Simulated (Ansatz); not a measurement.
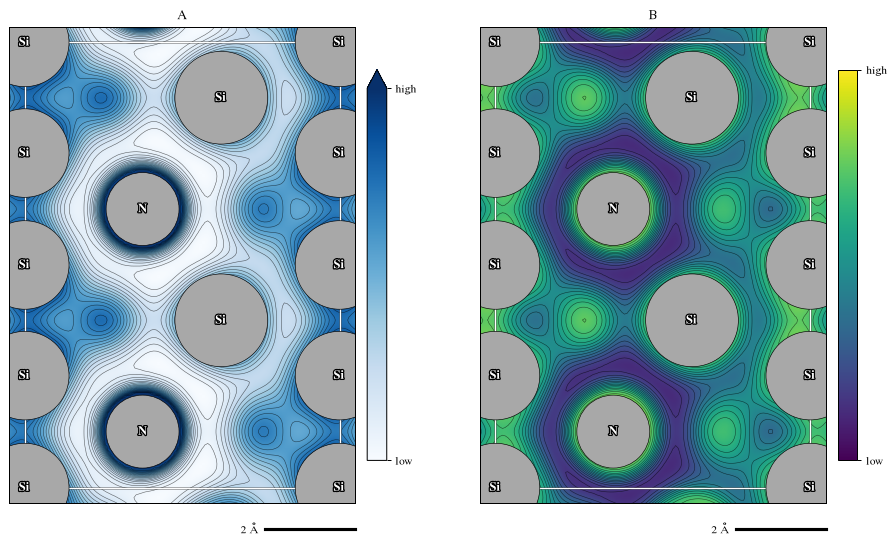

Si₅N: 2 fields on the (110) plane of the conventional cell, with unlabelled colour scales. Grey discs cover the atomic cores.

Space group F-43m; a structure generated by program, which may or may not match a known phase; computed without spin polarisation.

Level of theory: DFT PBE, scalar-relativistic, plane waves, PAW (Ansatz 0.2.0).

The calculation's input:

```
crystal:
  lattice:
    - [0.0, 3.4938084718, 3.4938084718]
    - [3.4938084718, 0.0, 3.4938084718]
    - [3.4938084718, 3.4938084718, 0.0]
  atoms:
    - { symbol: Si, position: [0.8757204258, 0.3728387225, 0.8757204258] }
    - { symbol: Si, position: [0.8757204258, 0.8757204258, 0.8757204258] }
    - { symbol: Si, position: [0.3728387225, 0.8757204258, 0.8757204258] }
    - { symbol: Si, position: [0.8757204258, 0.8757204258, 0.3728387225] }
    - { symbol: Si, position: [0.5, 0.5, 0.5] }
    - { symbol: "N", position: [0.25, 0.25, 0.25] }
basis:
  ecutwfc: 420
kpoints:
  mp_grid: { grid: [10, 10, 10] }
hamiltonian:
  xc: pbe
scf:
  occupations: { method: gaussian, width: 0.1 }
output:
  forces: true
  stress: true
  eigenvalues: true
  write_density: true
  write_potential: true
  elf: true
  volumetric_format: npy
relax:
  adjacent_minimum: "off"
  f_tol: 0.01
  max_steps: 80
  cell: { stress_tol: 0.05 }
```

Command:

```sh
ansatz run input.yaml --threads 1 --pin off --max-ram 2560MiB --backend cpu --events-out ev --progress --plain --runs-dir out
```

Below, planes, directions and counts refer to the conventional cell (a = 7.00 Å, b = 7.00 Å, c = 7.00 Å, α = 90.00°, β = 90.00°, γ = 90.00°).

Q: The panels show electron localisation function and valence pseudo-density in some order. Assign them.

A: Panel A: valence pseudo-density. Panel B: electron localisation function. From the grid: Si–Si (2.49 Å): ρ at the midpoint is about 0.4 e/Å³; the ELF peaks at about 0.70 between the atoms. Si–N (2.90 Å): ρ at the midpoint is about 0.15 e/Å³; the ELF is about 0.20 at the midpoint (no localised pair shows between them).
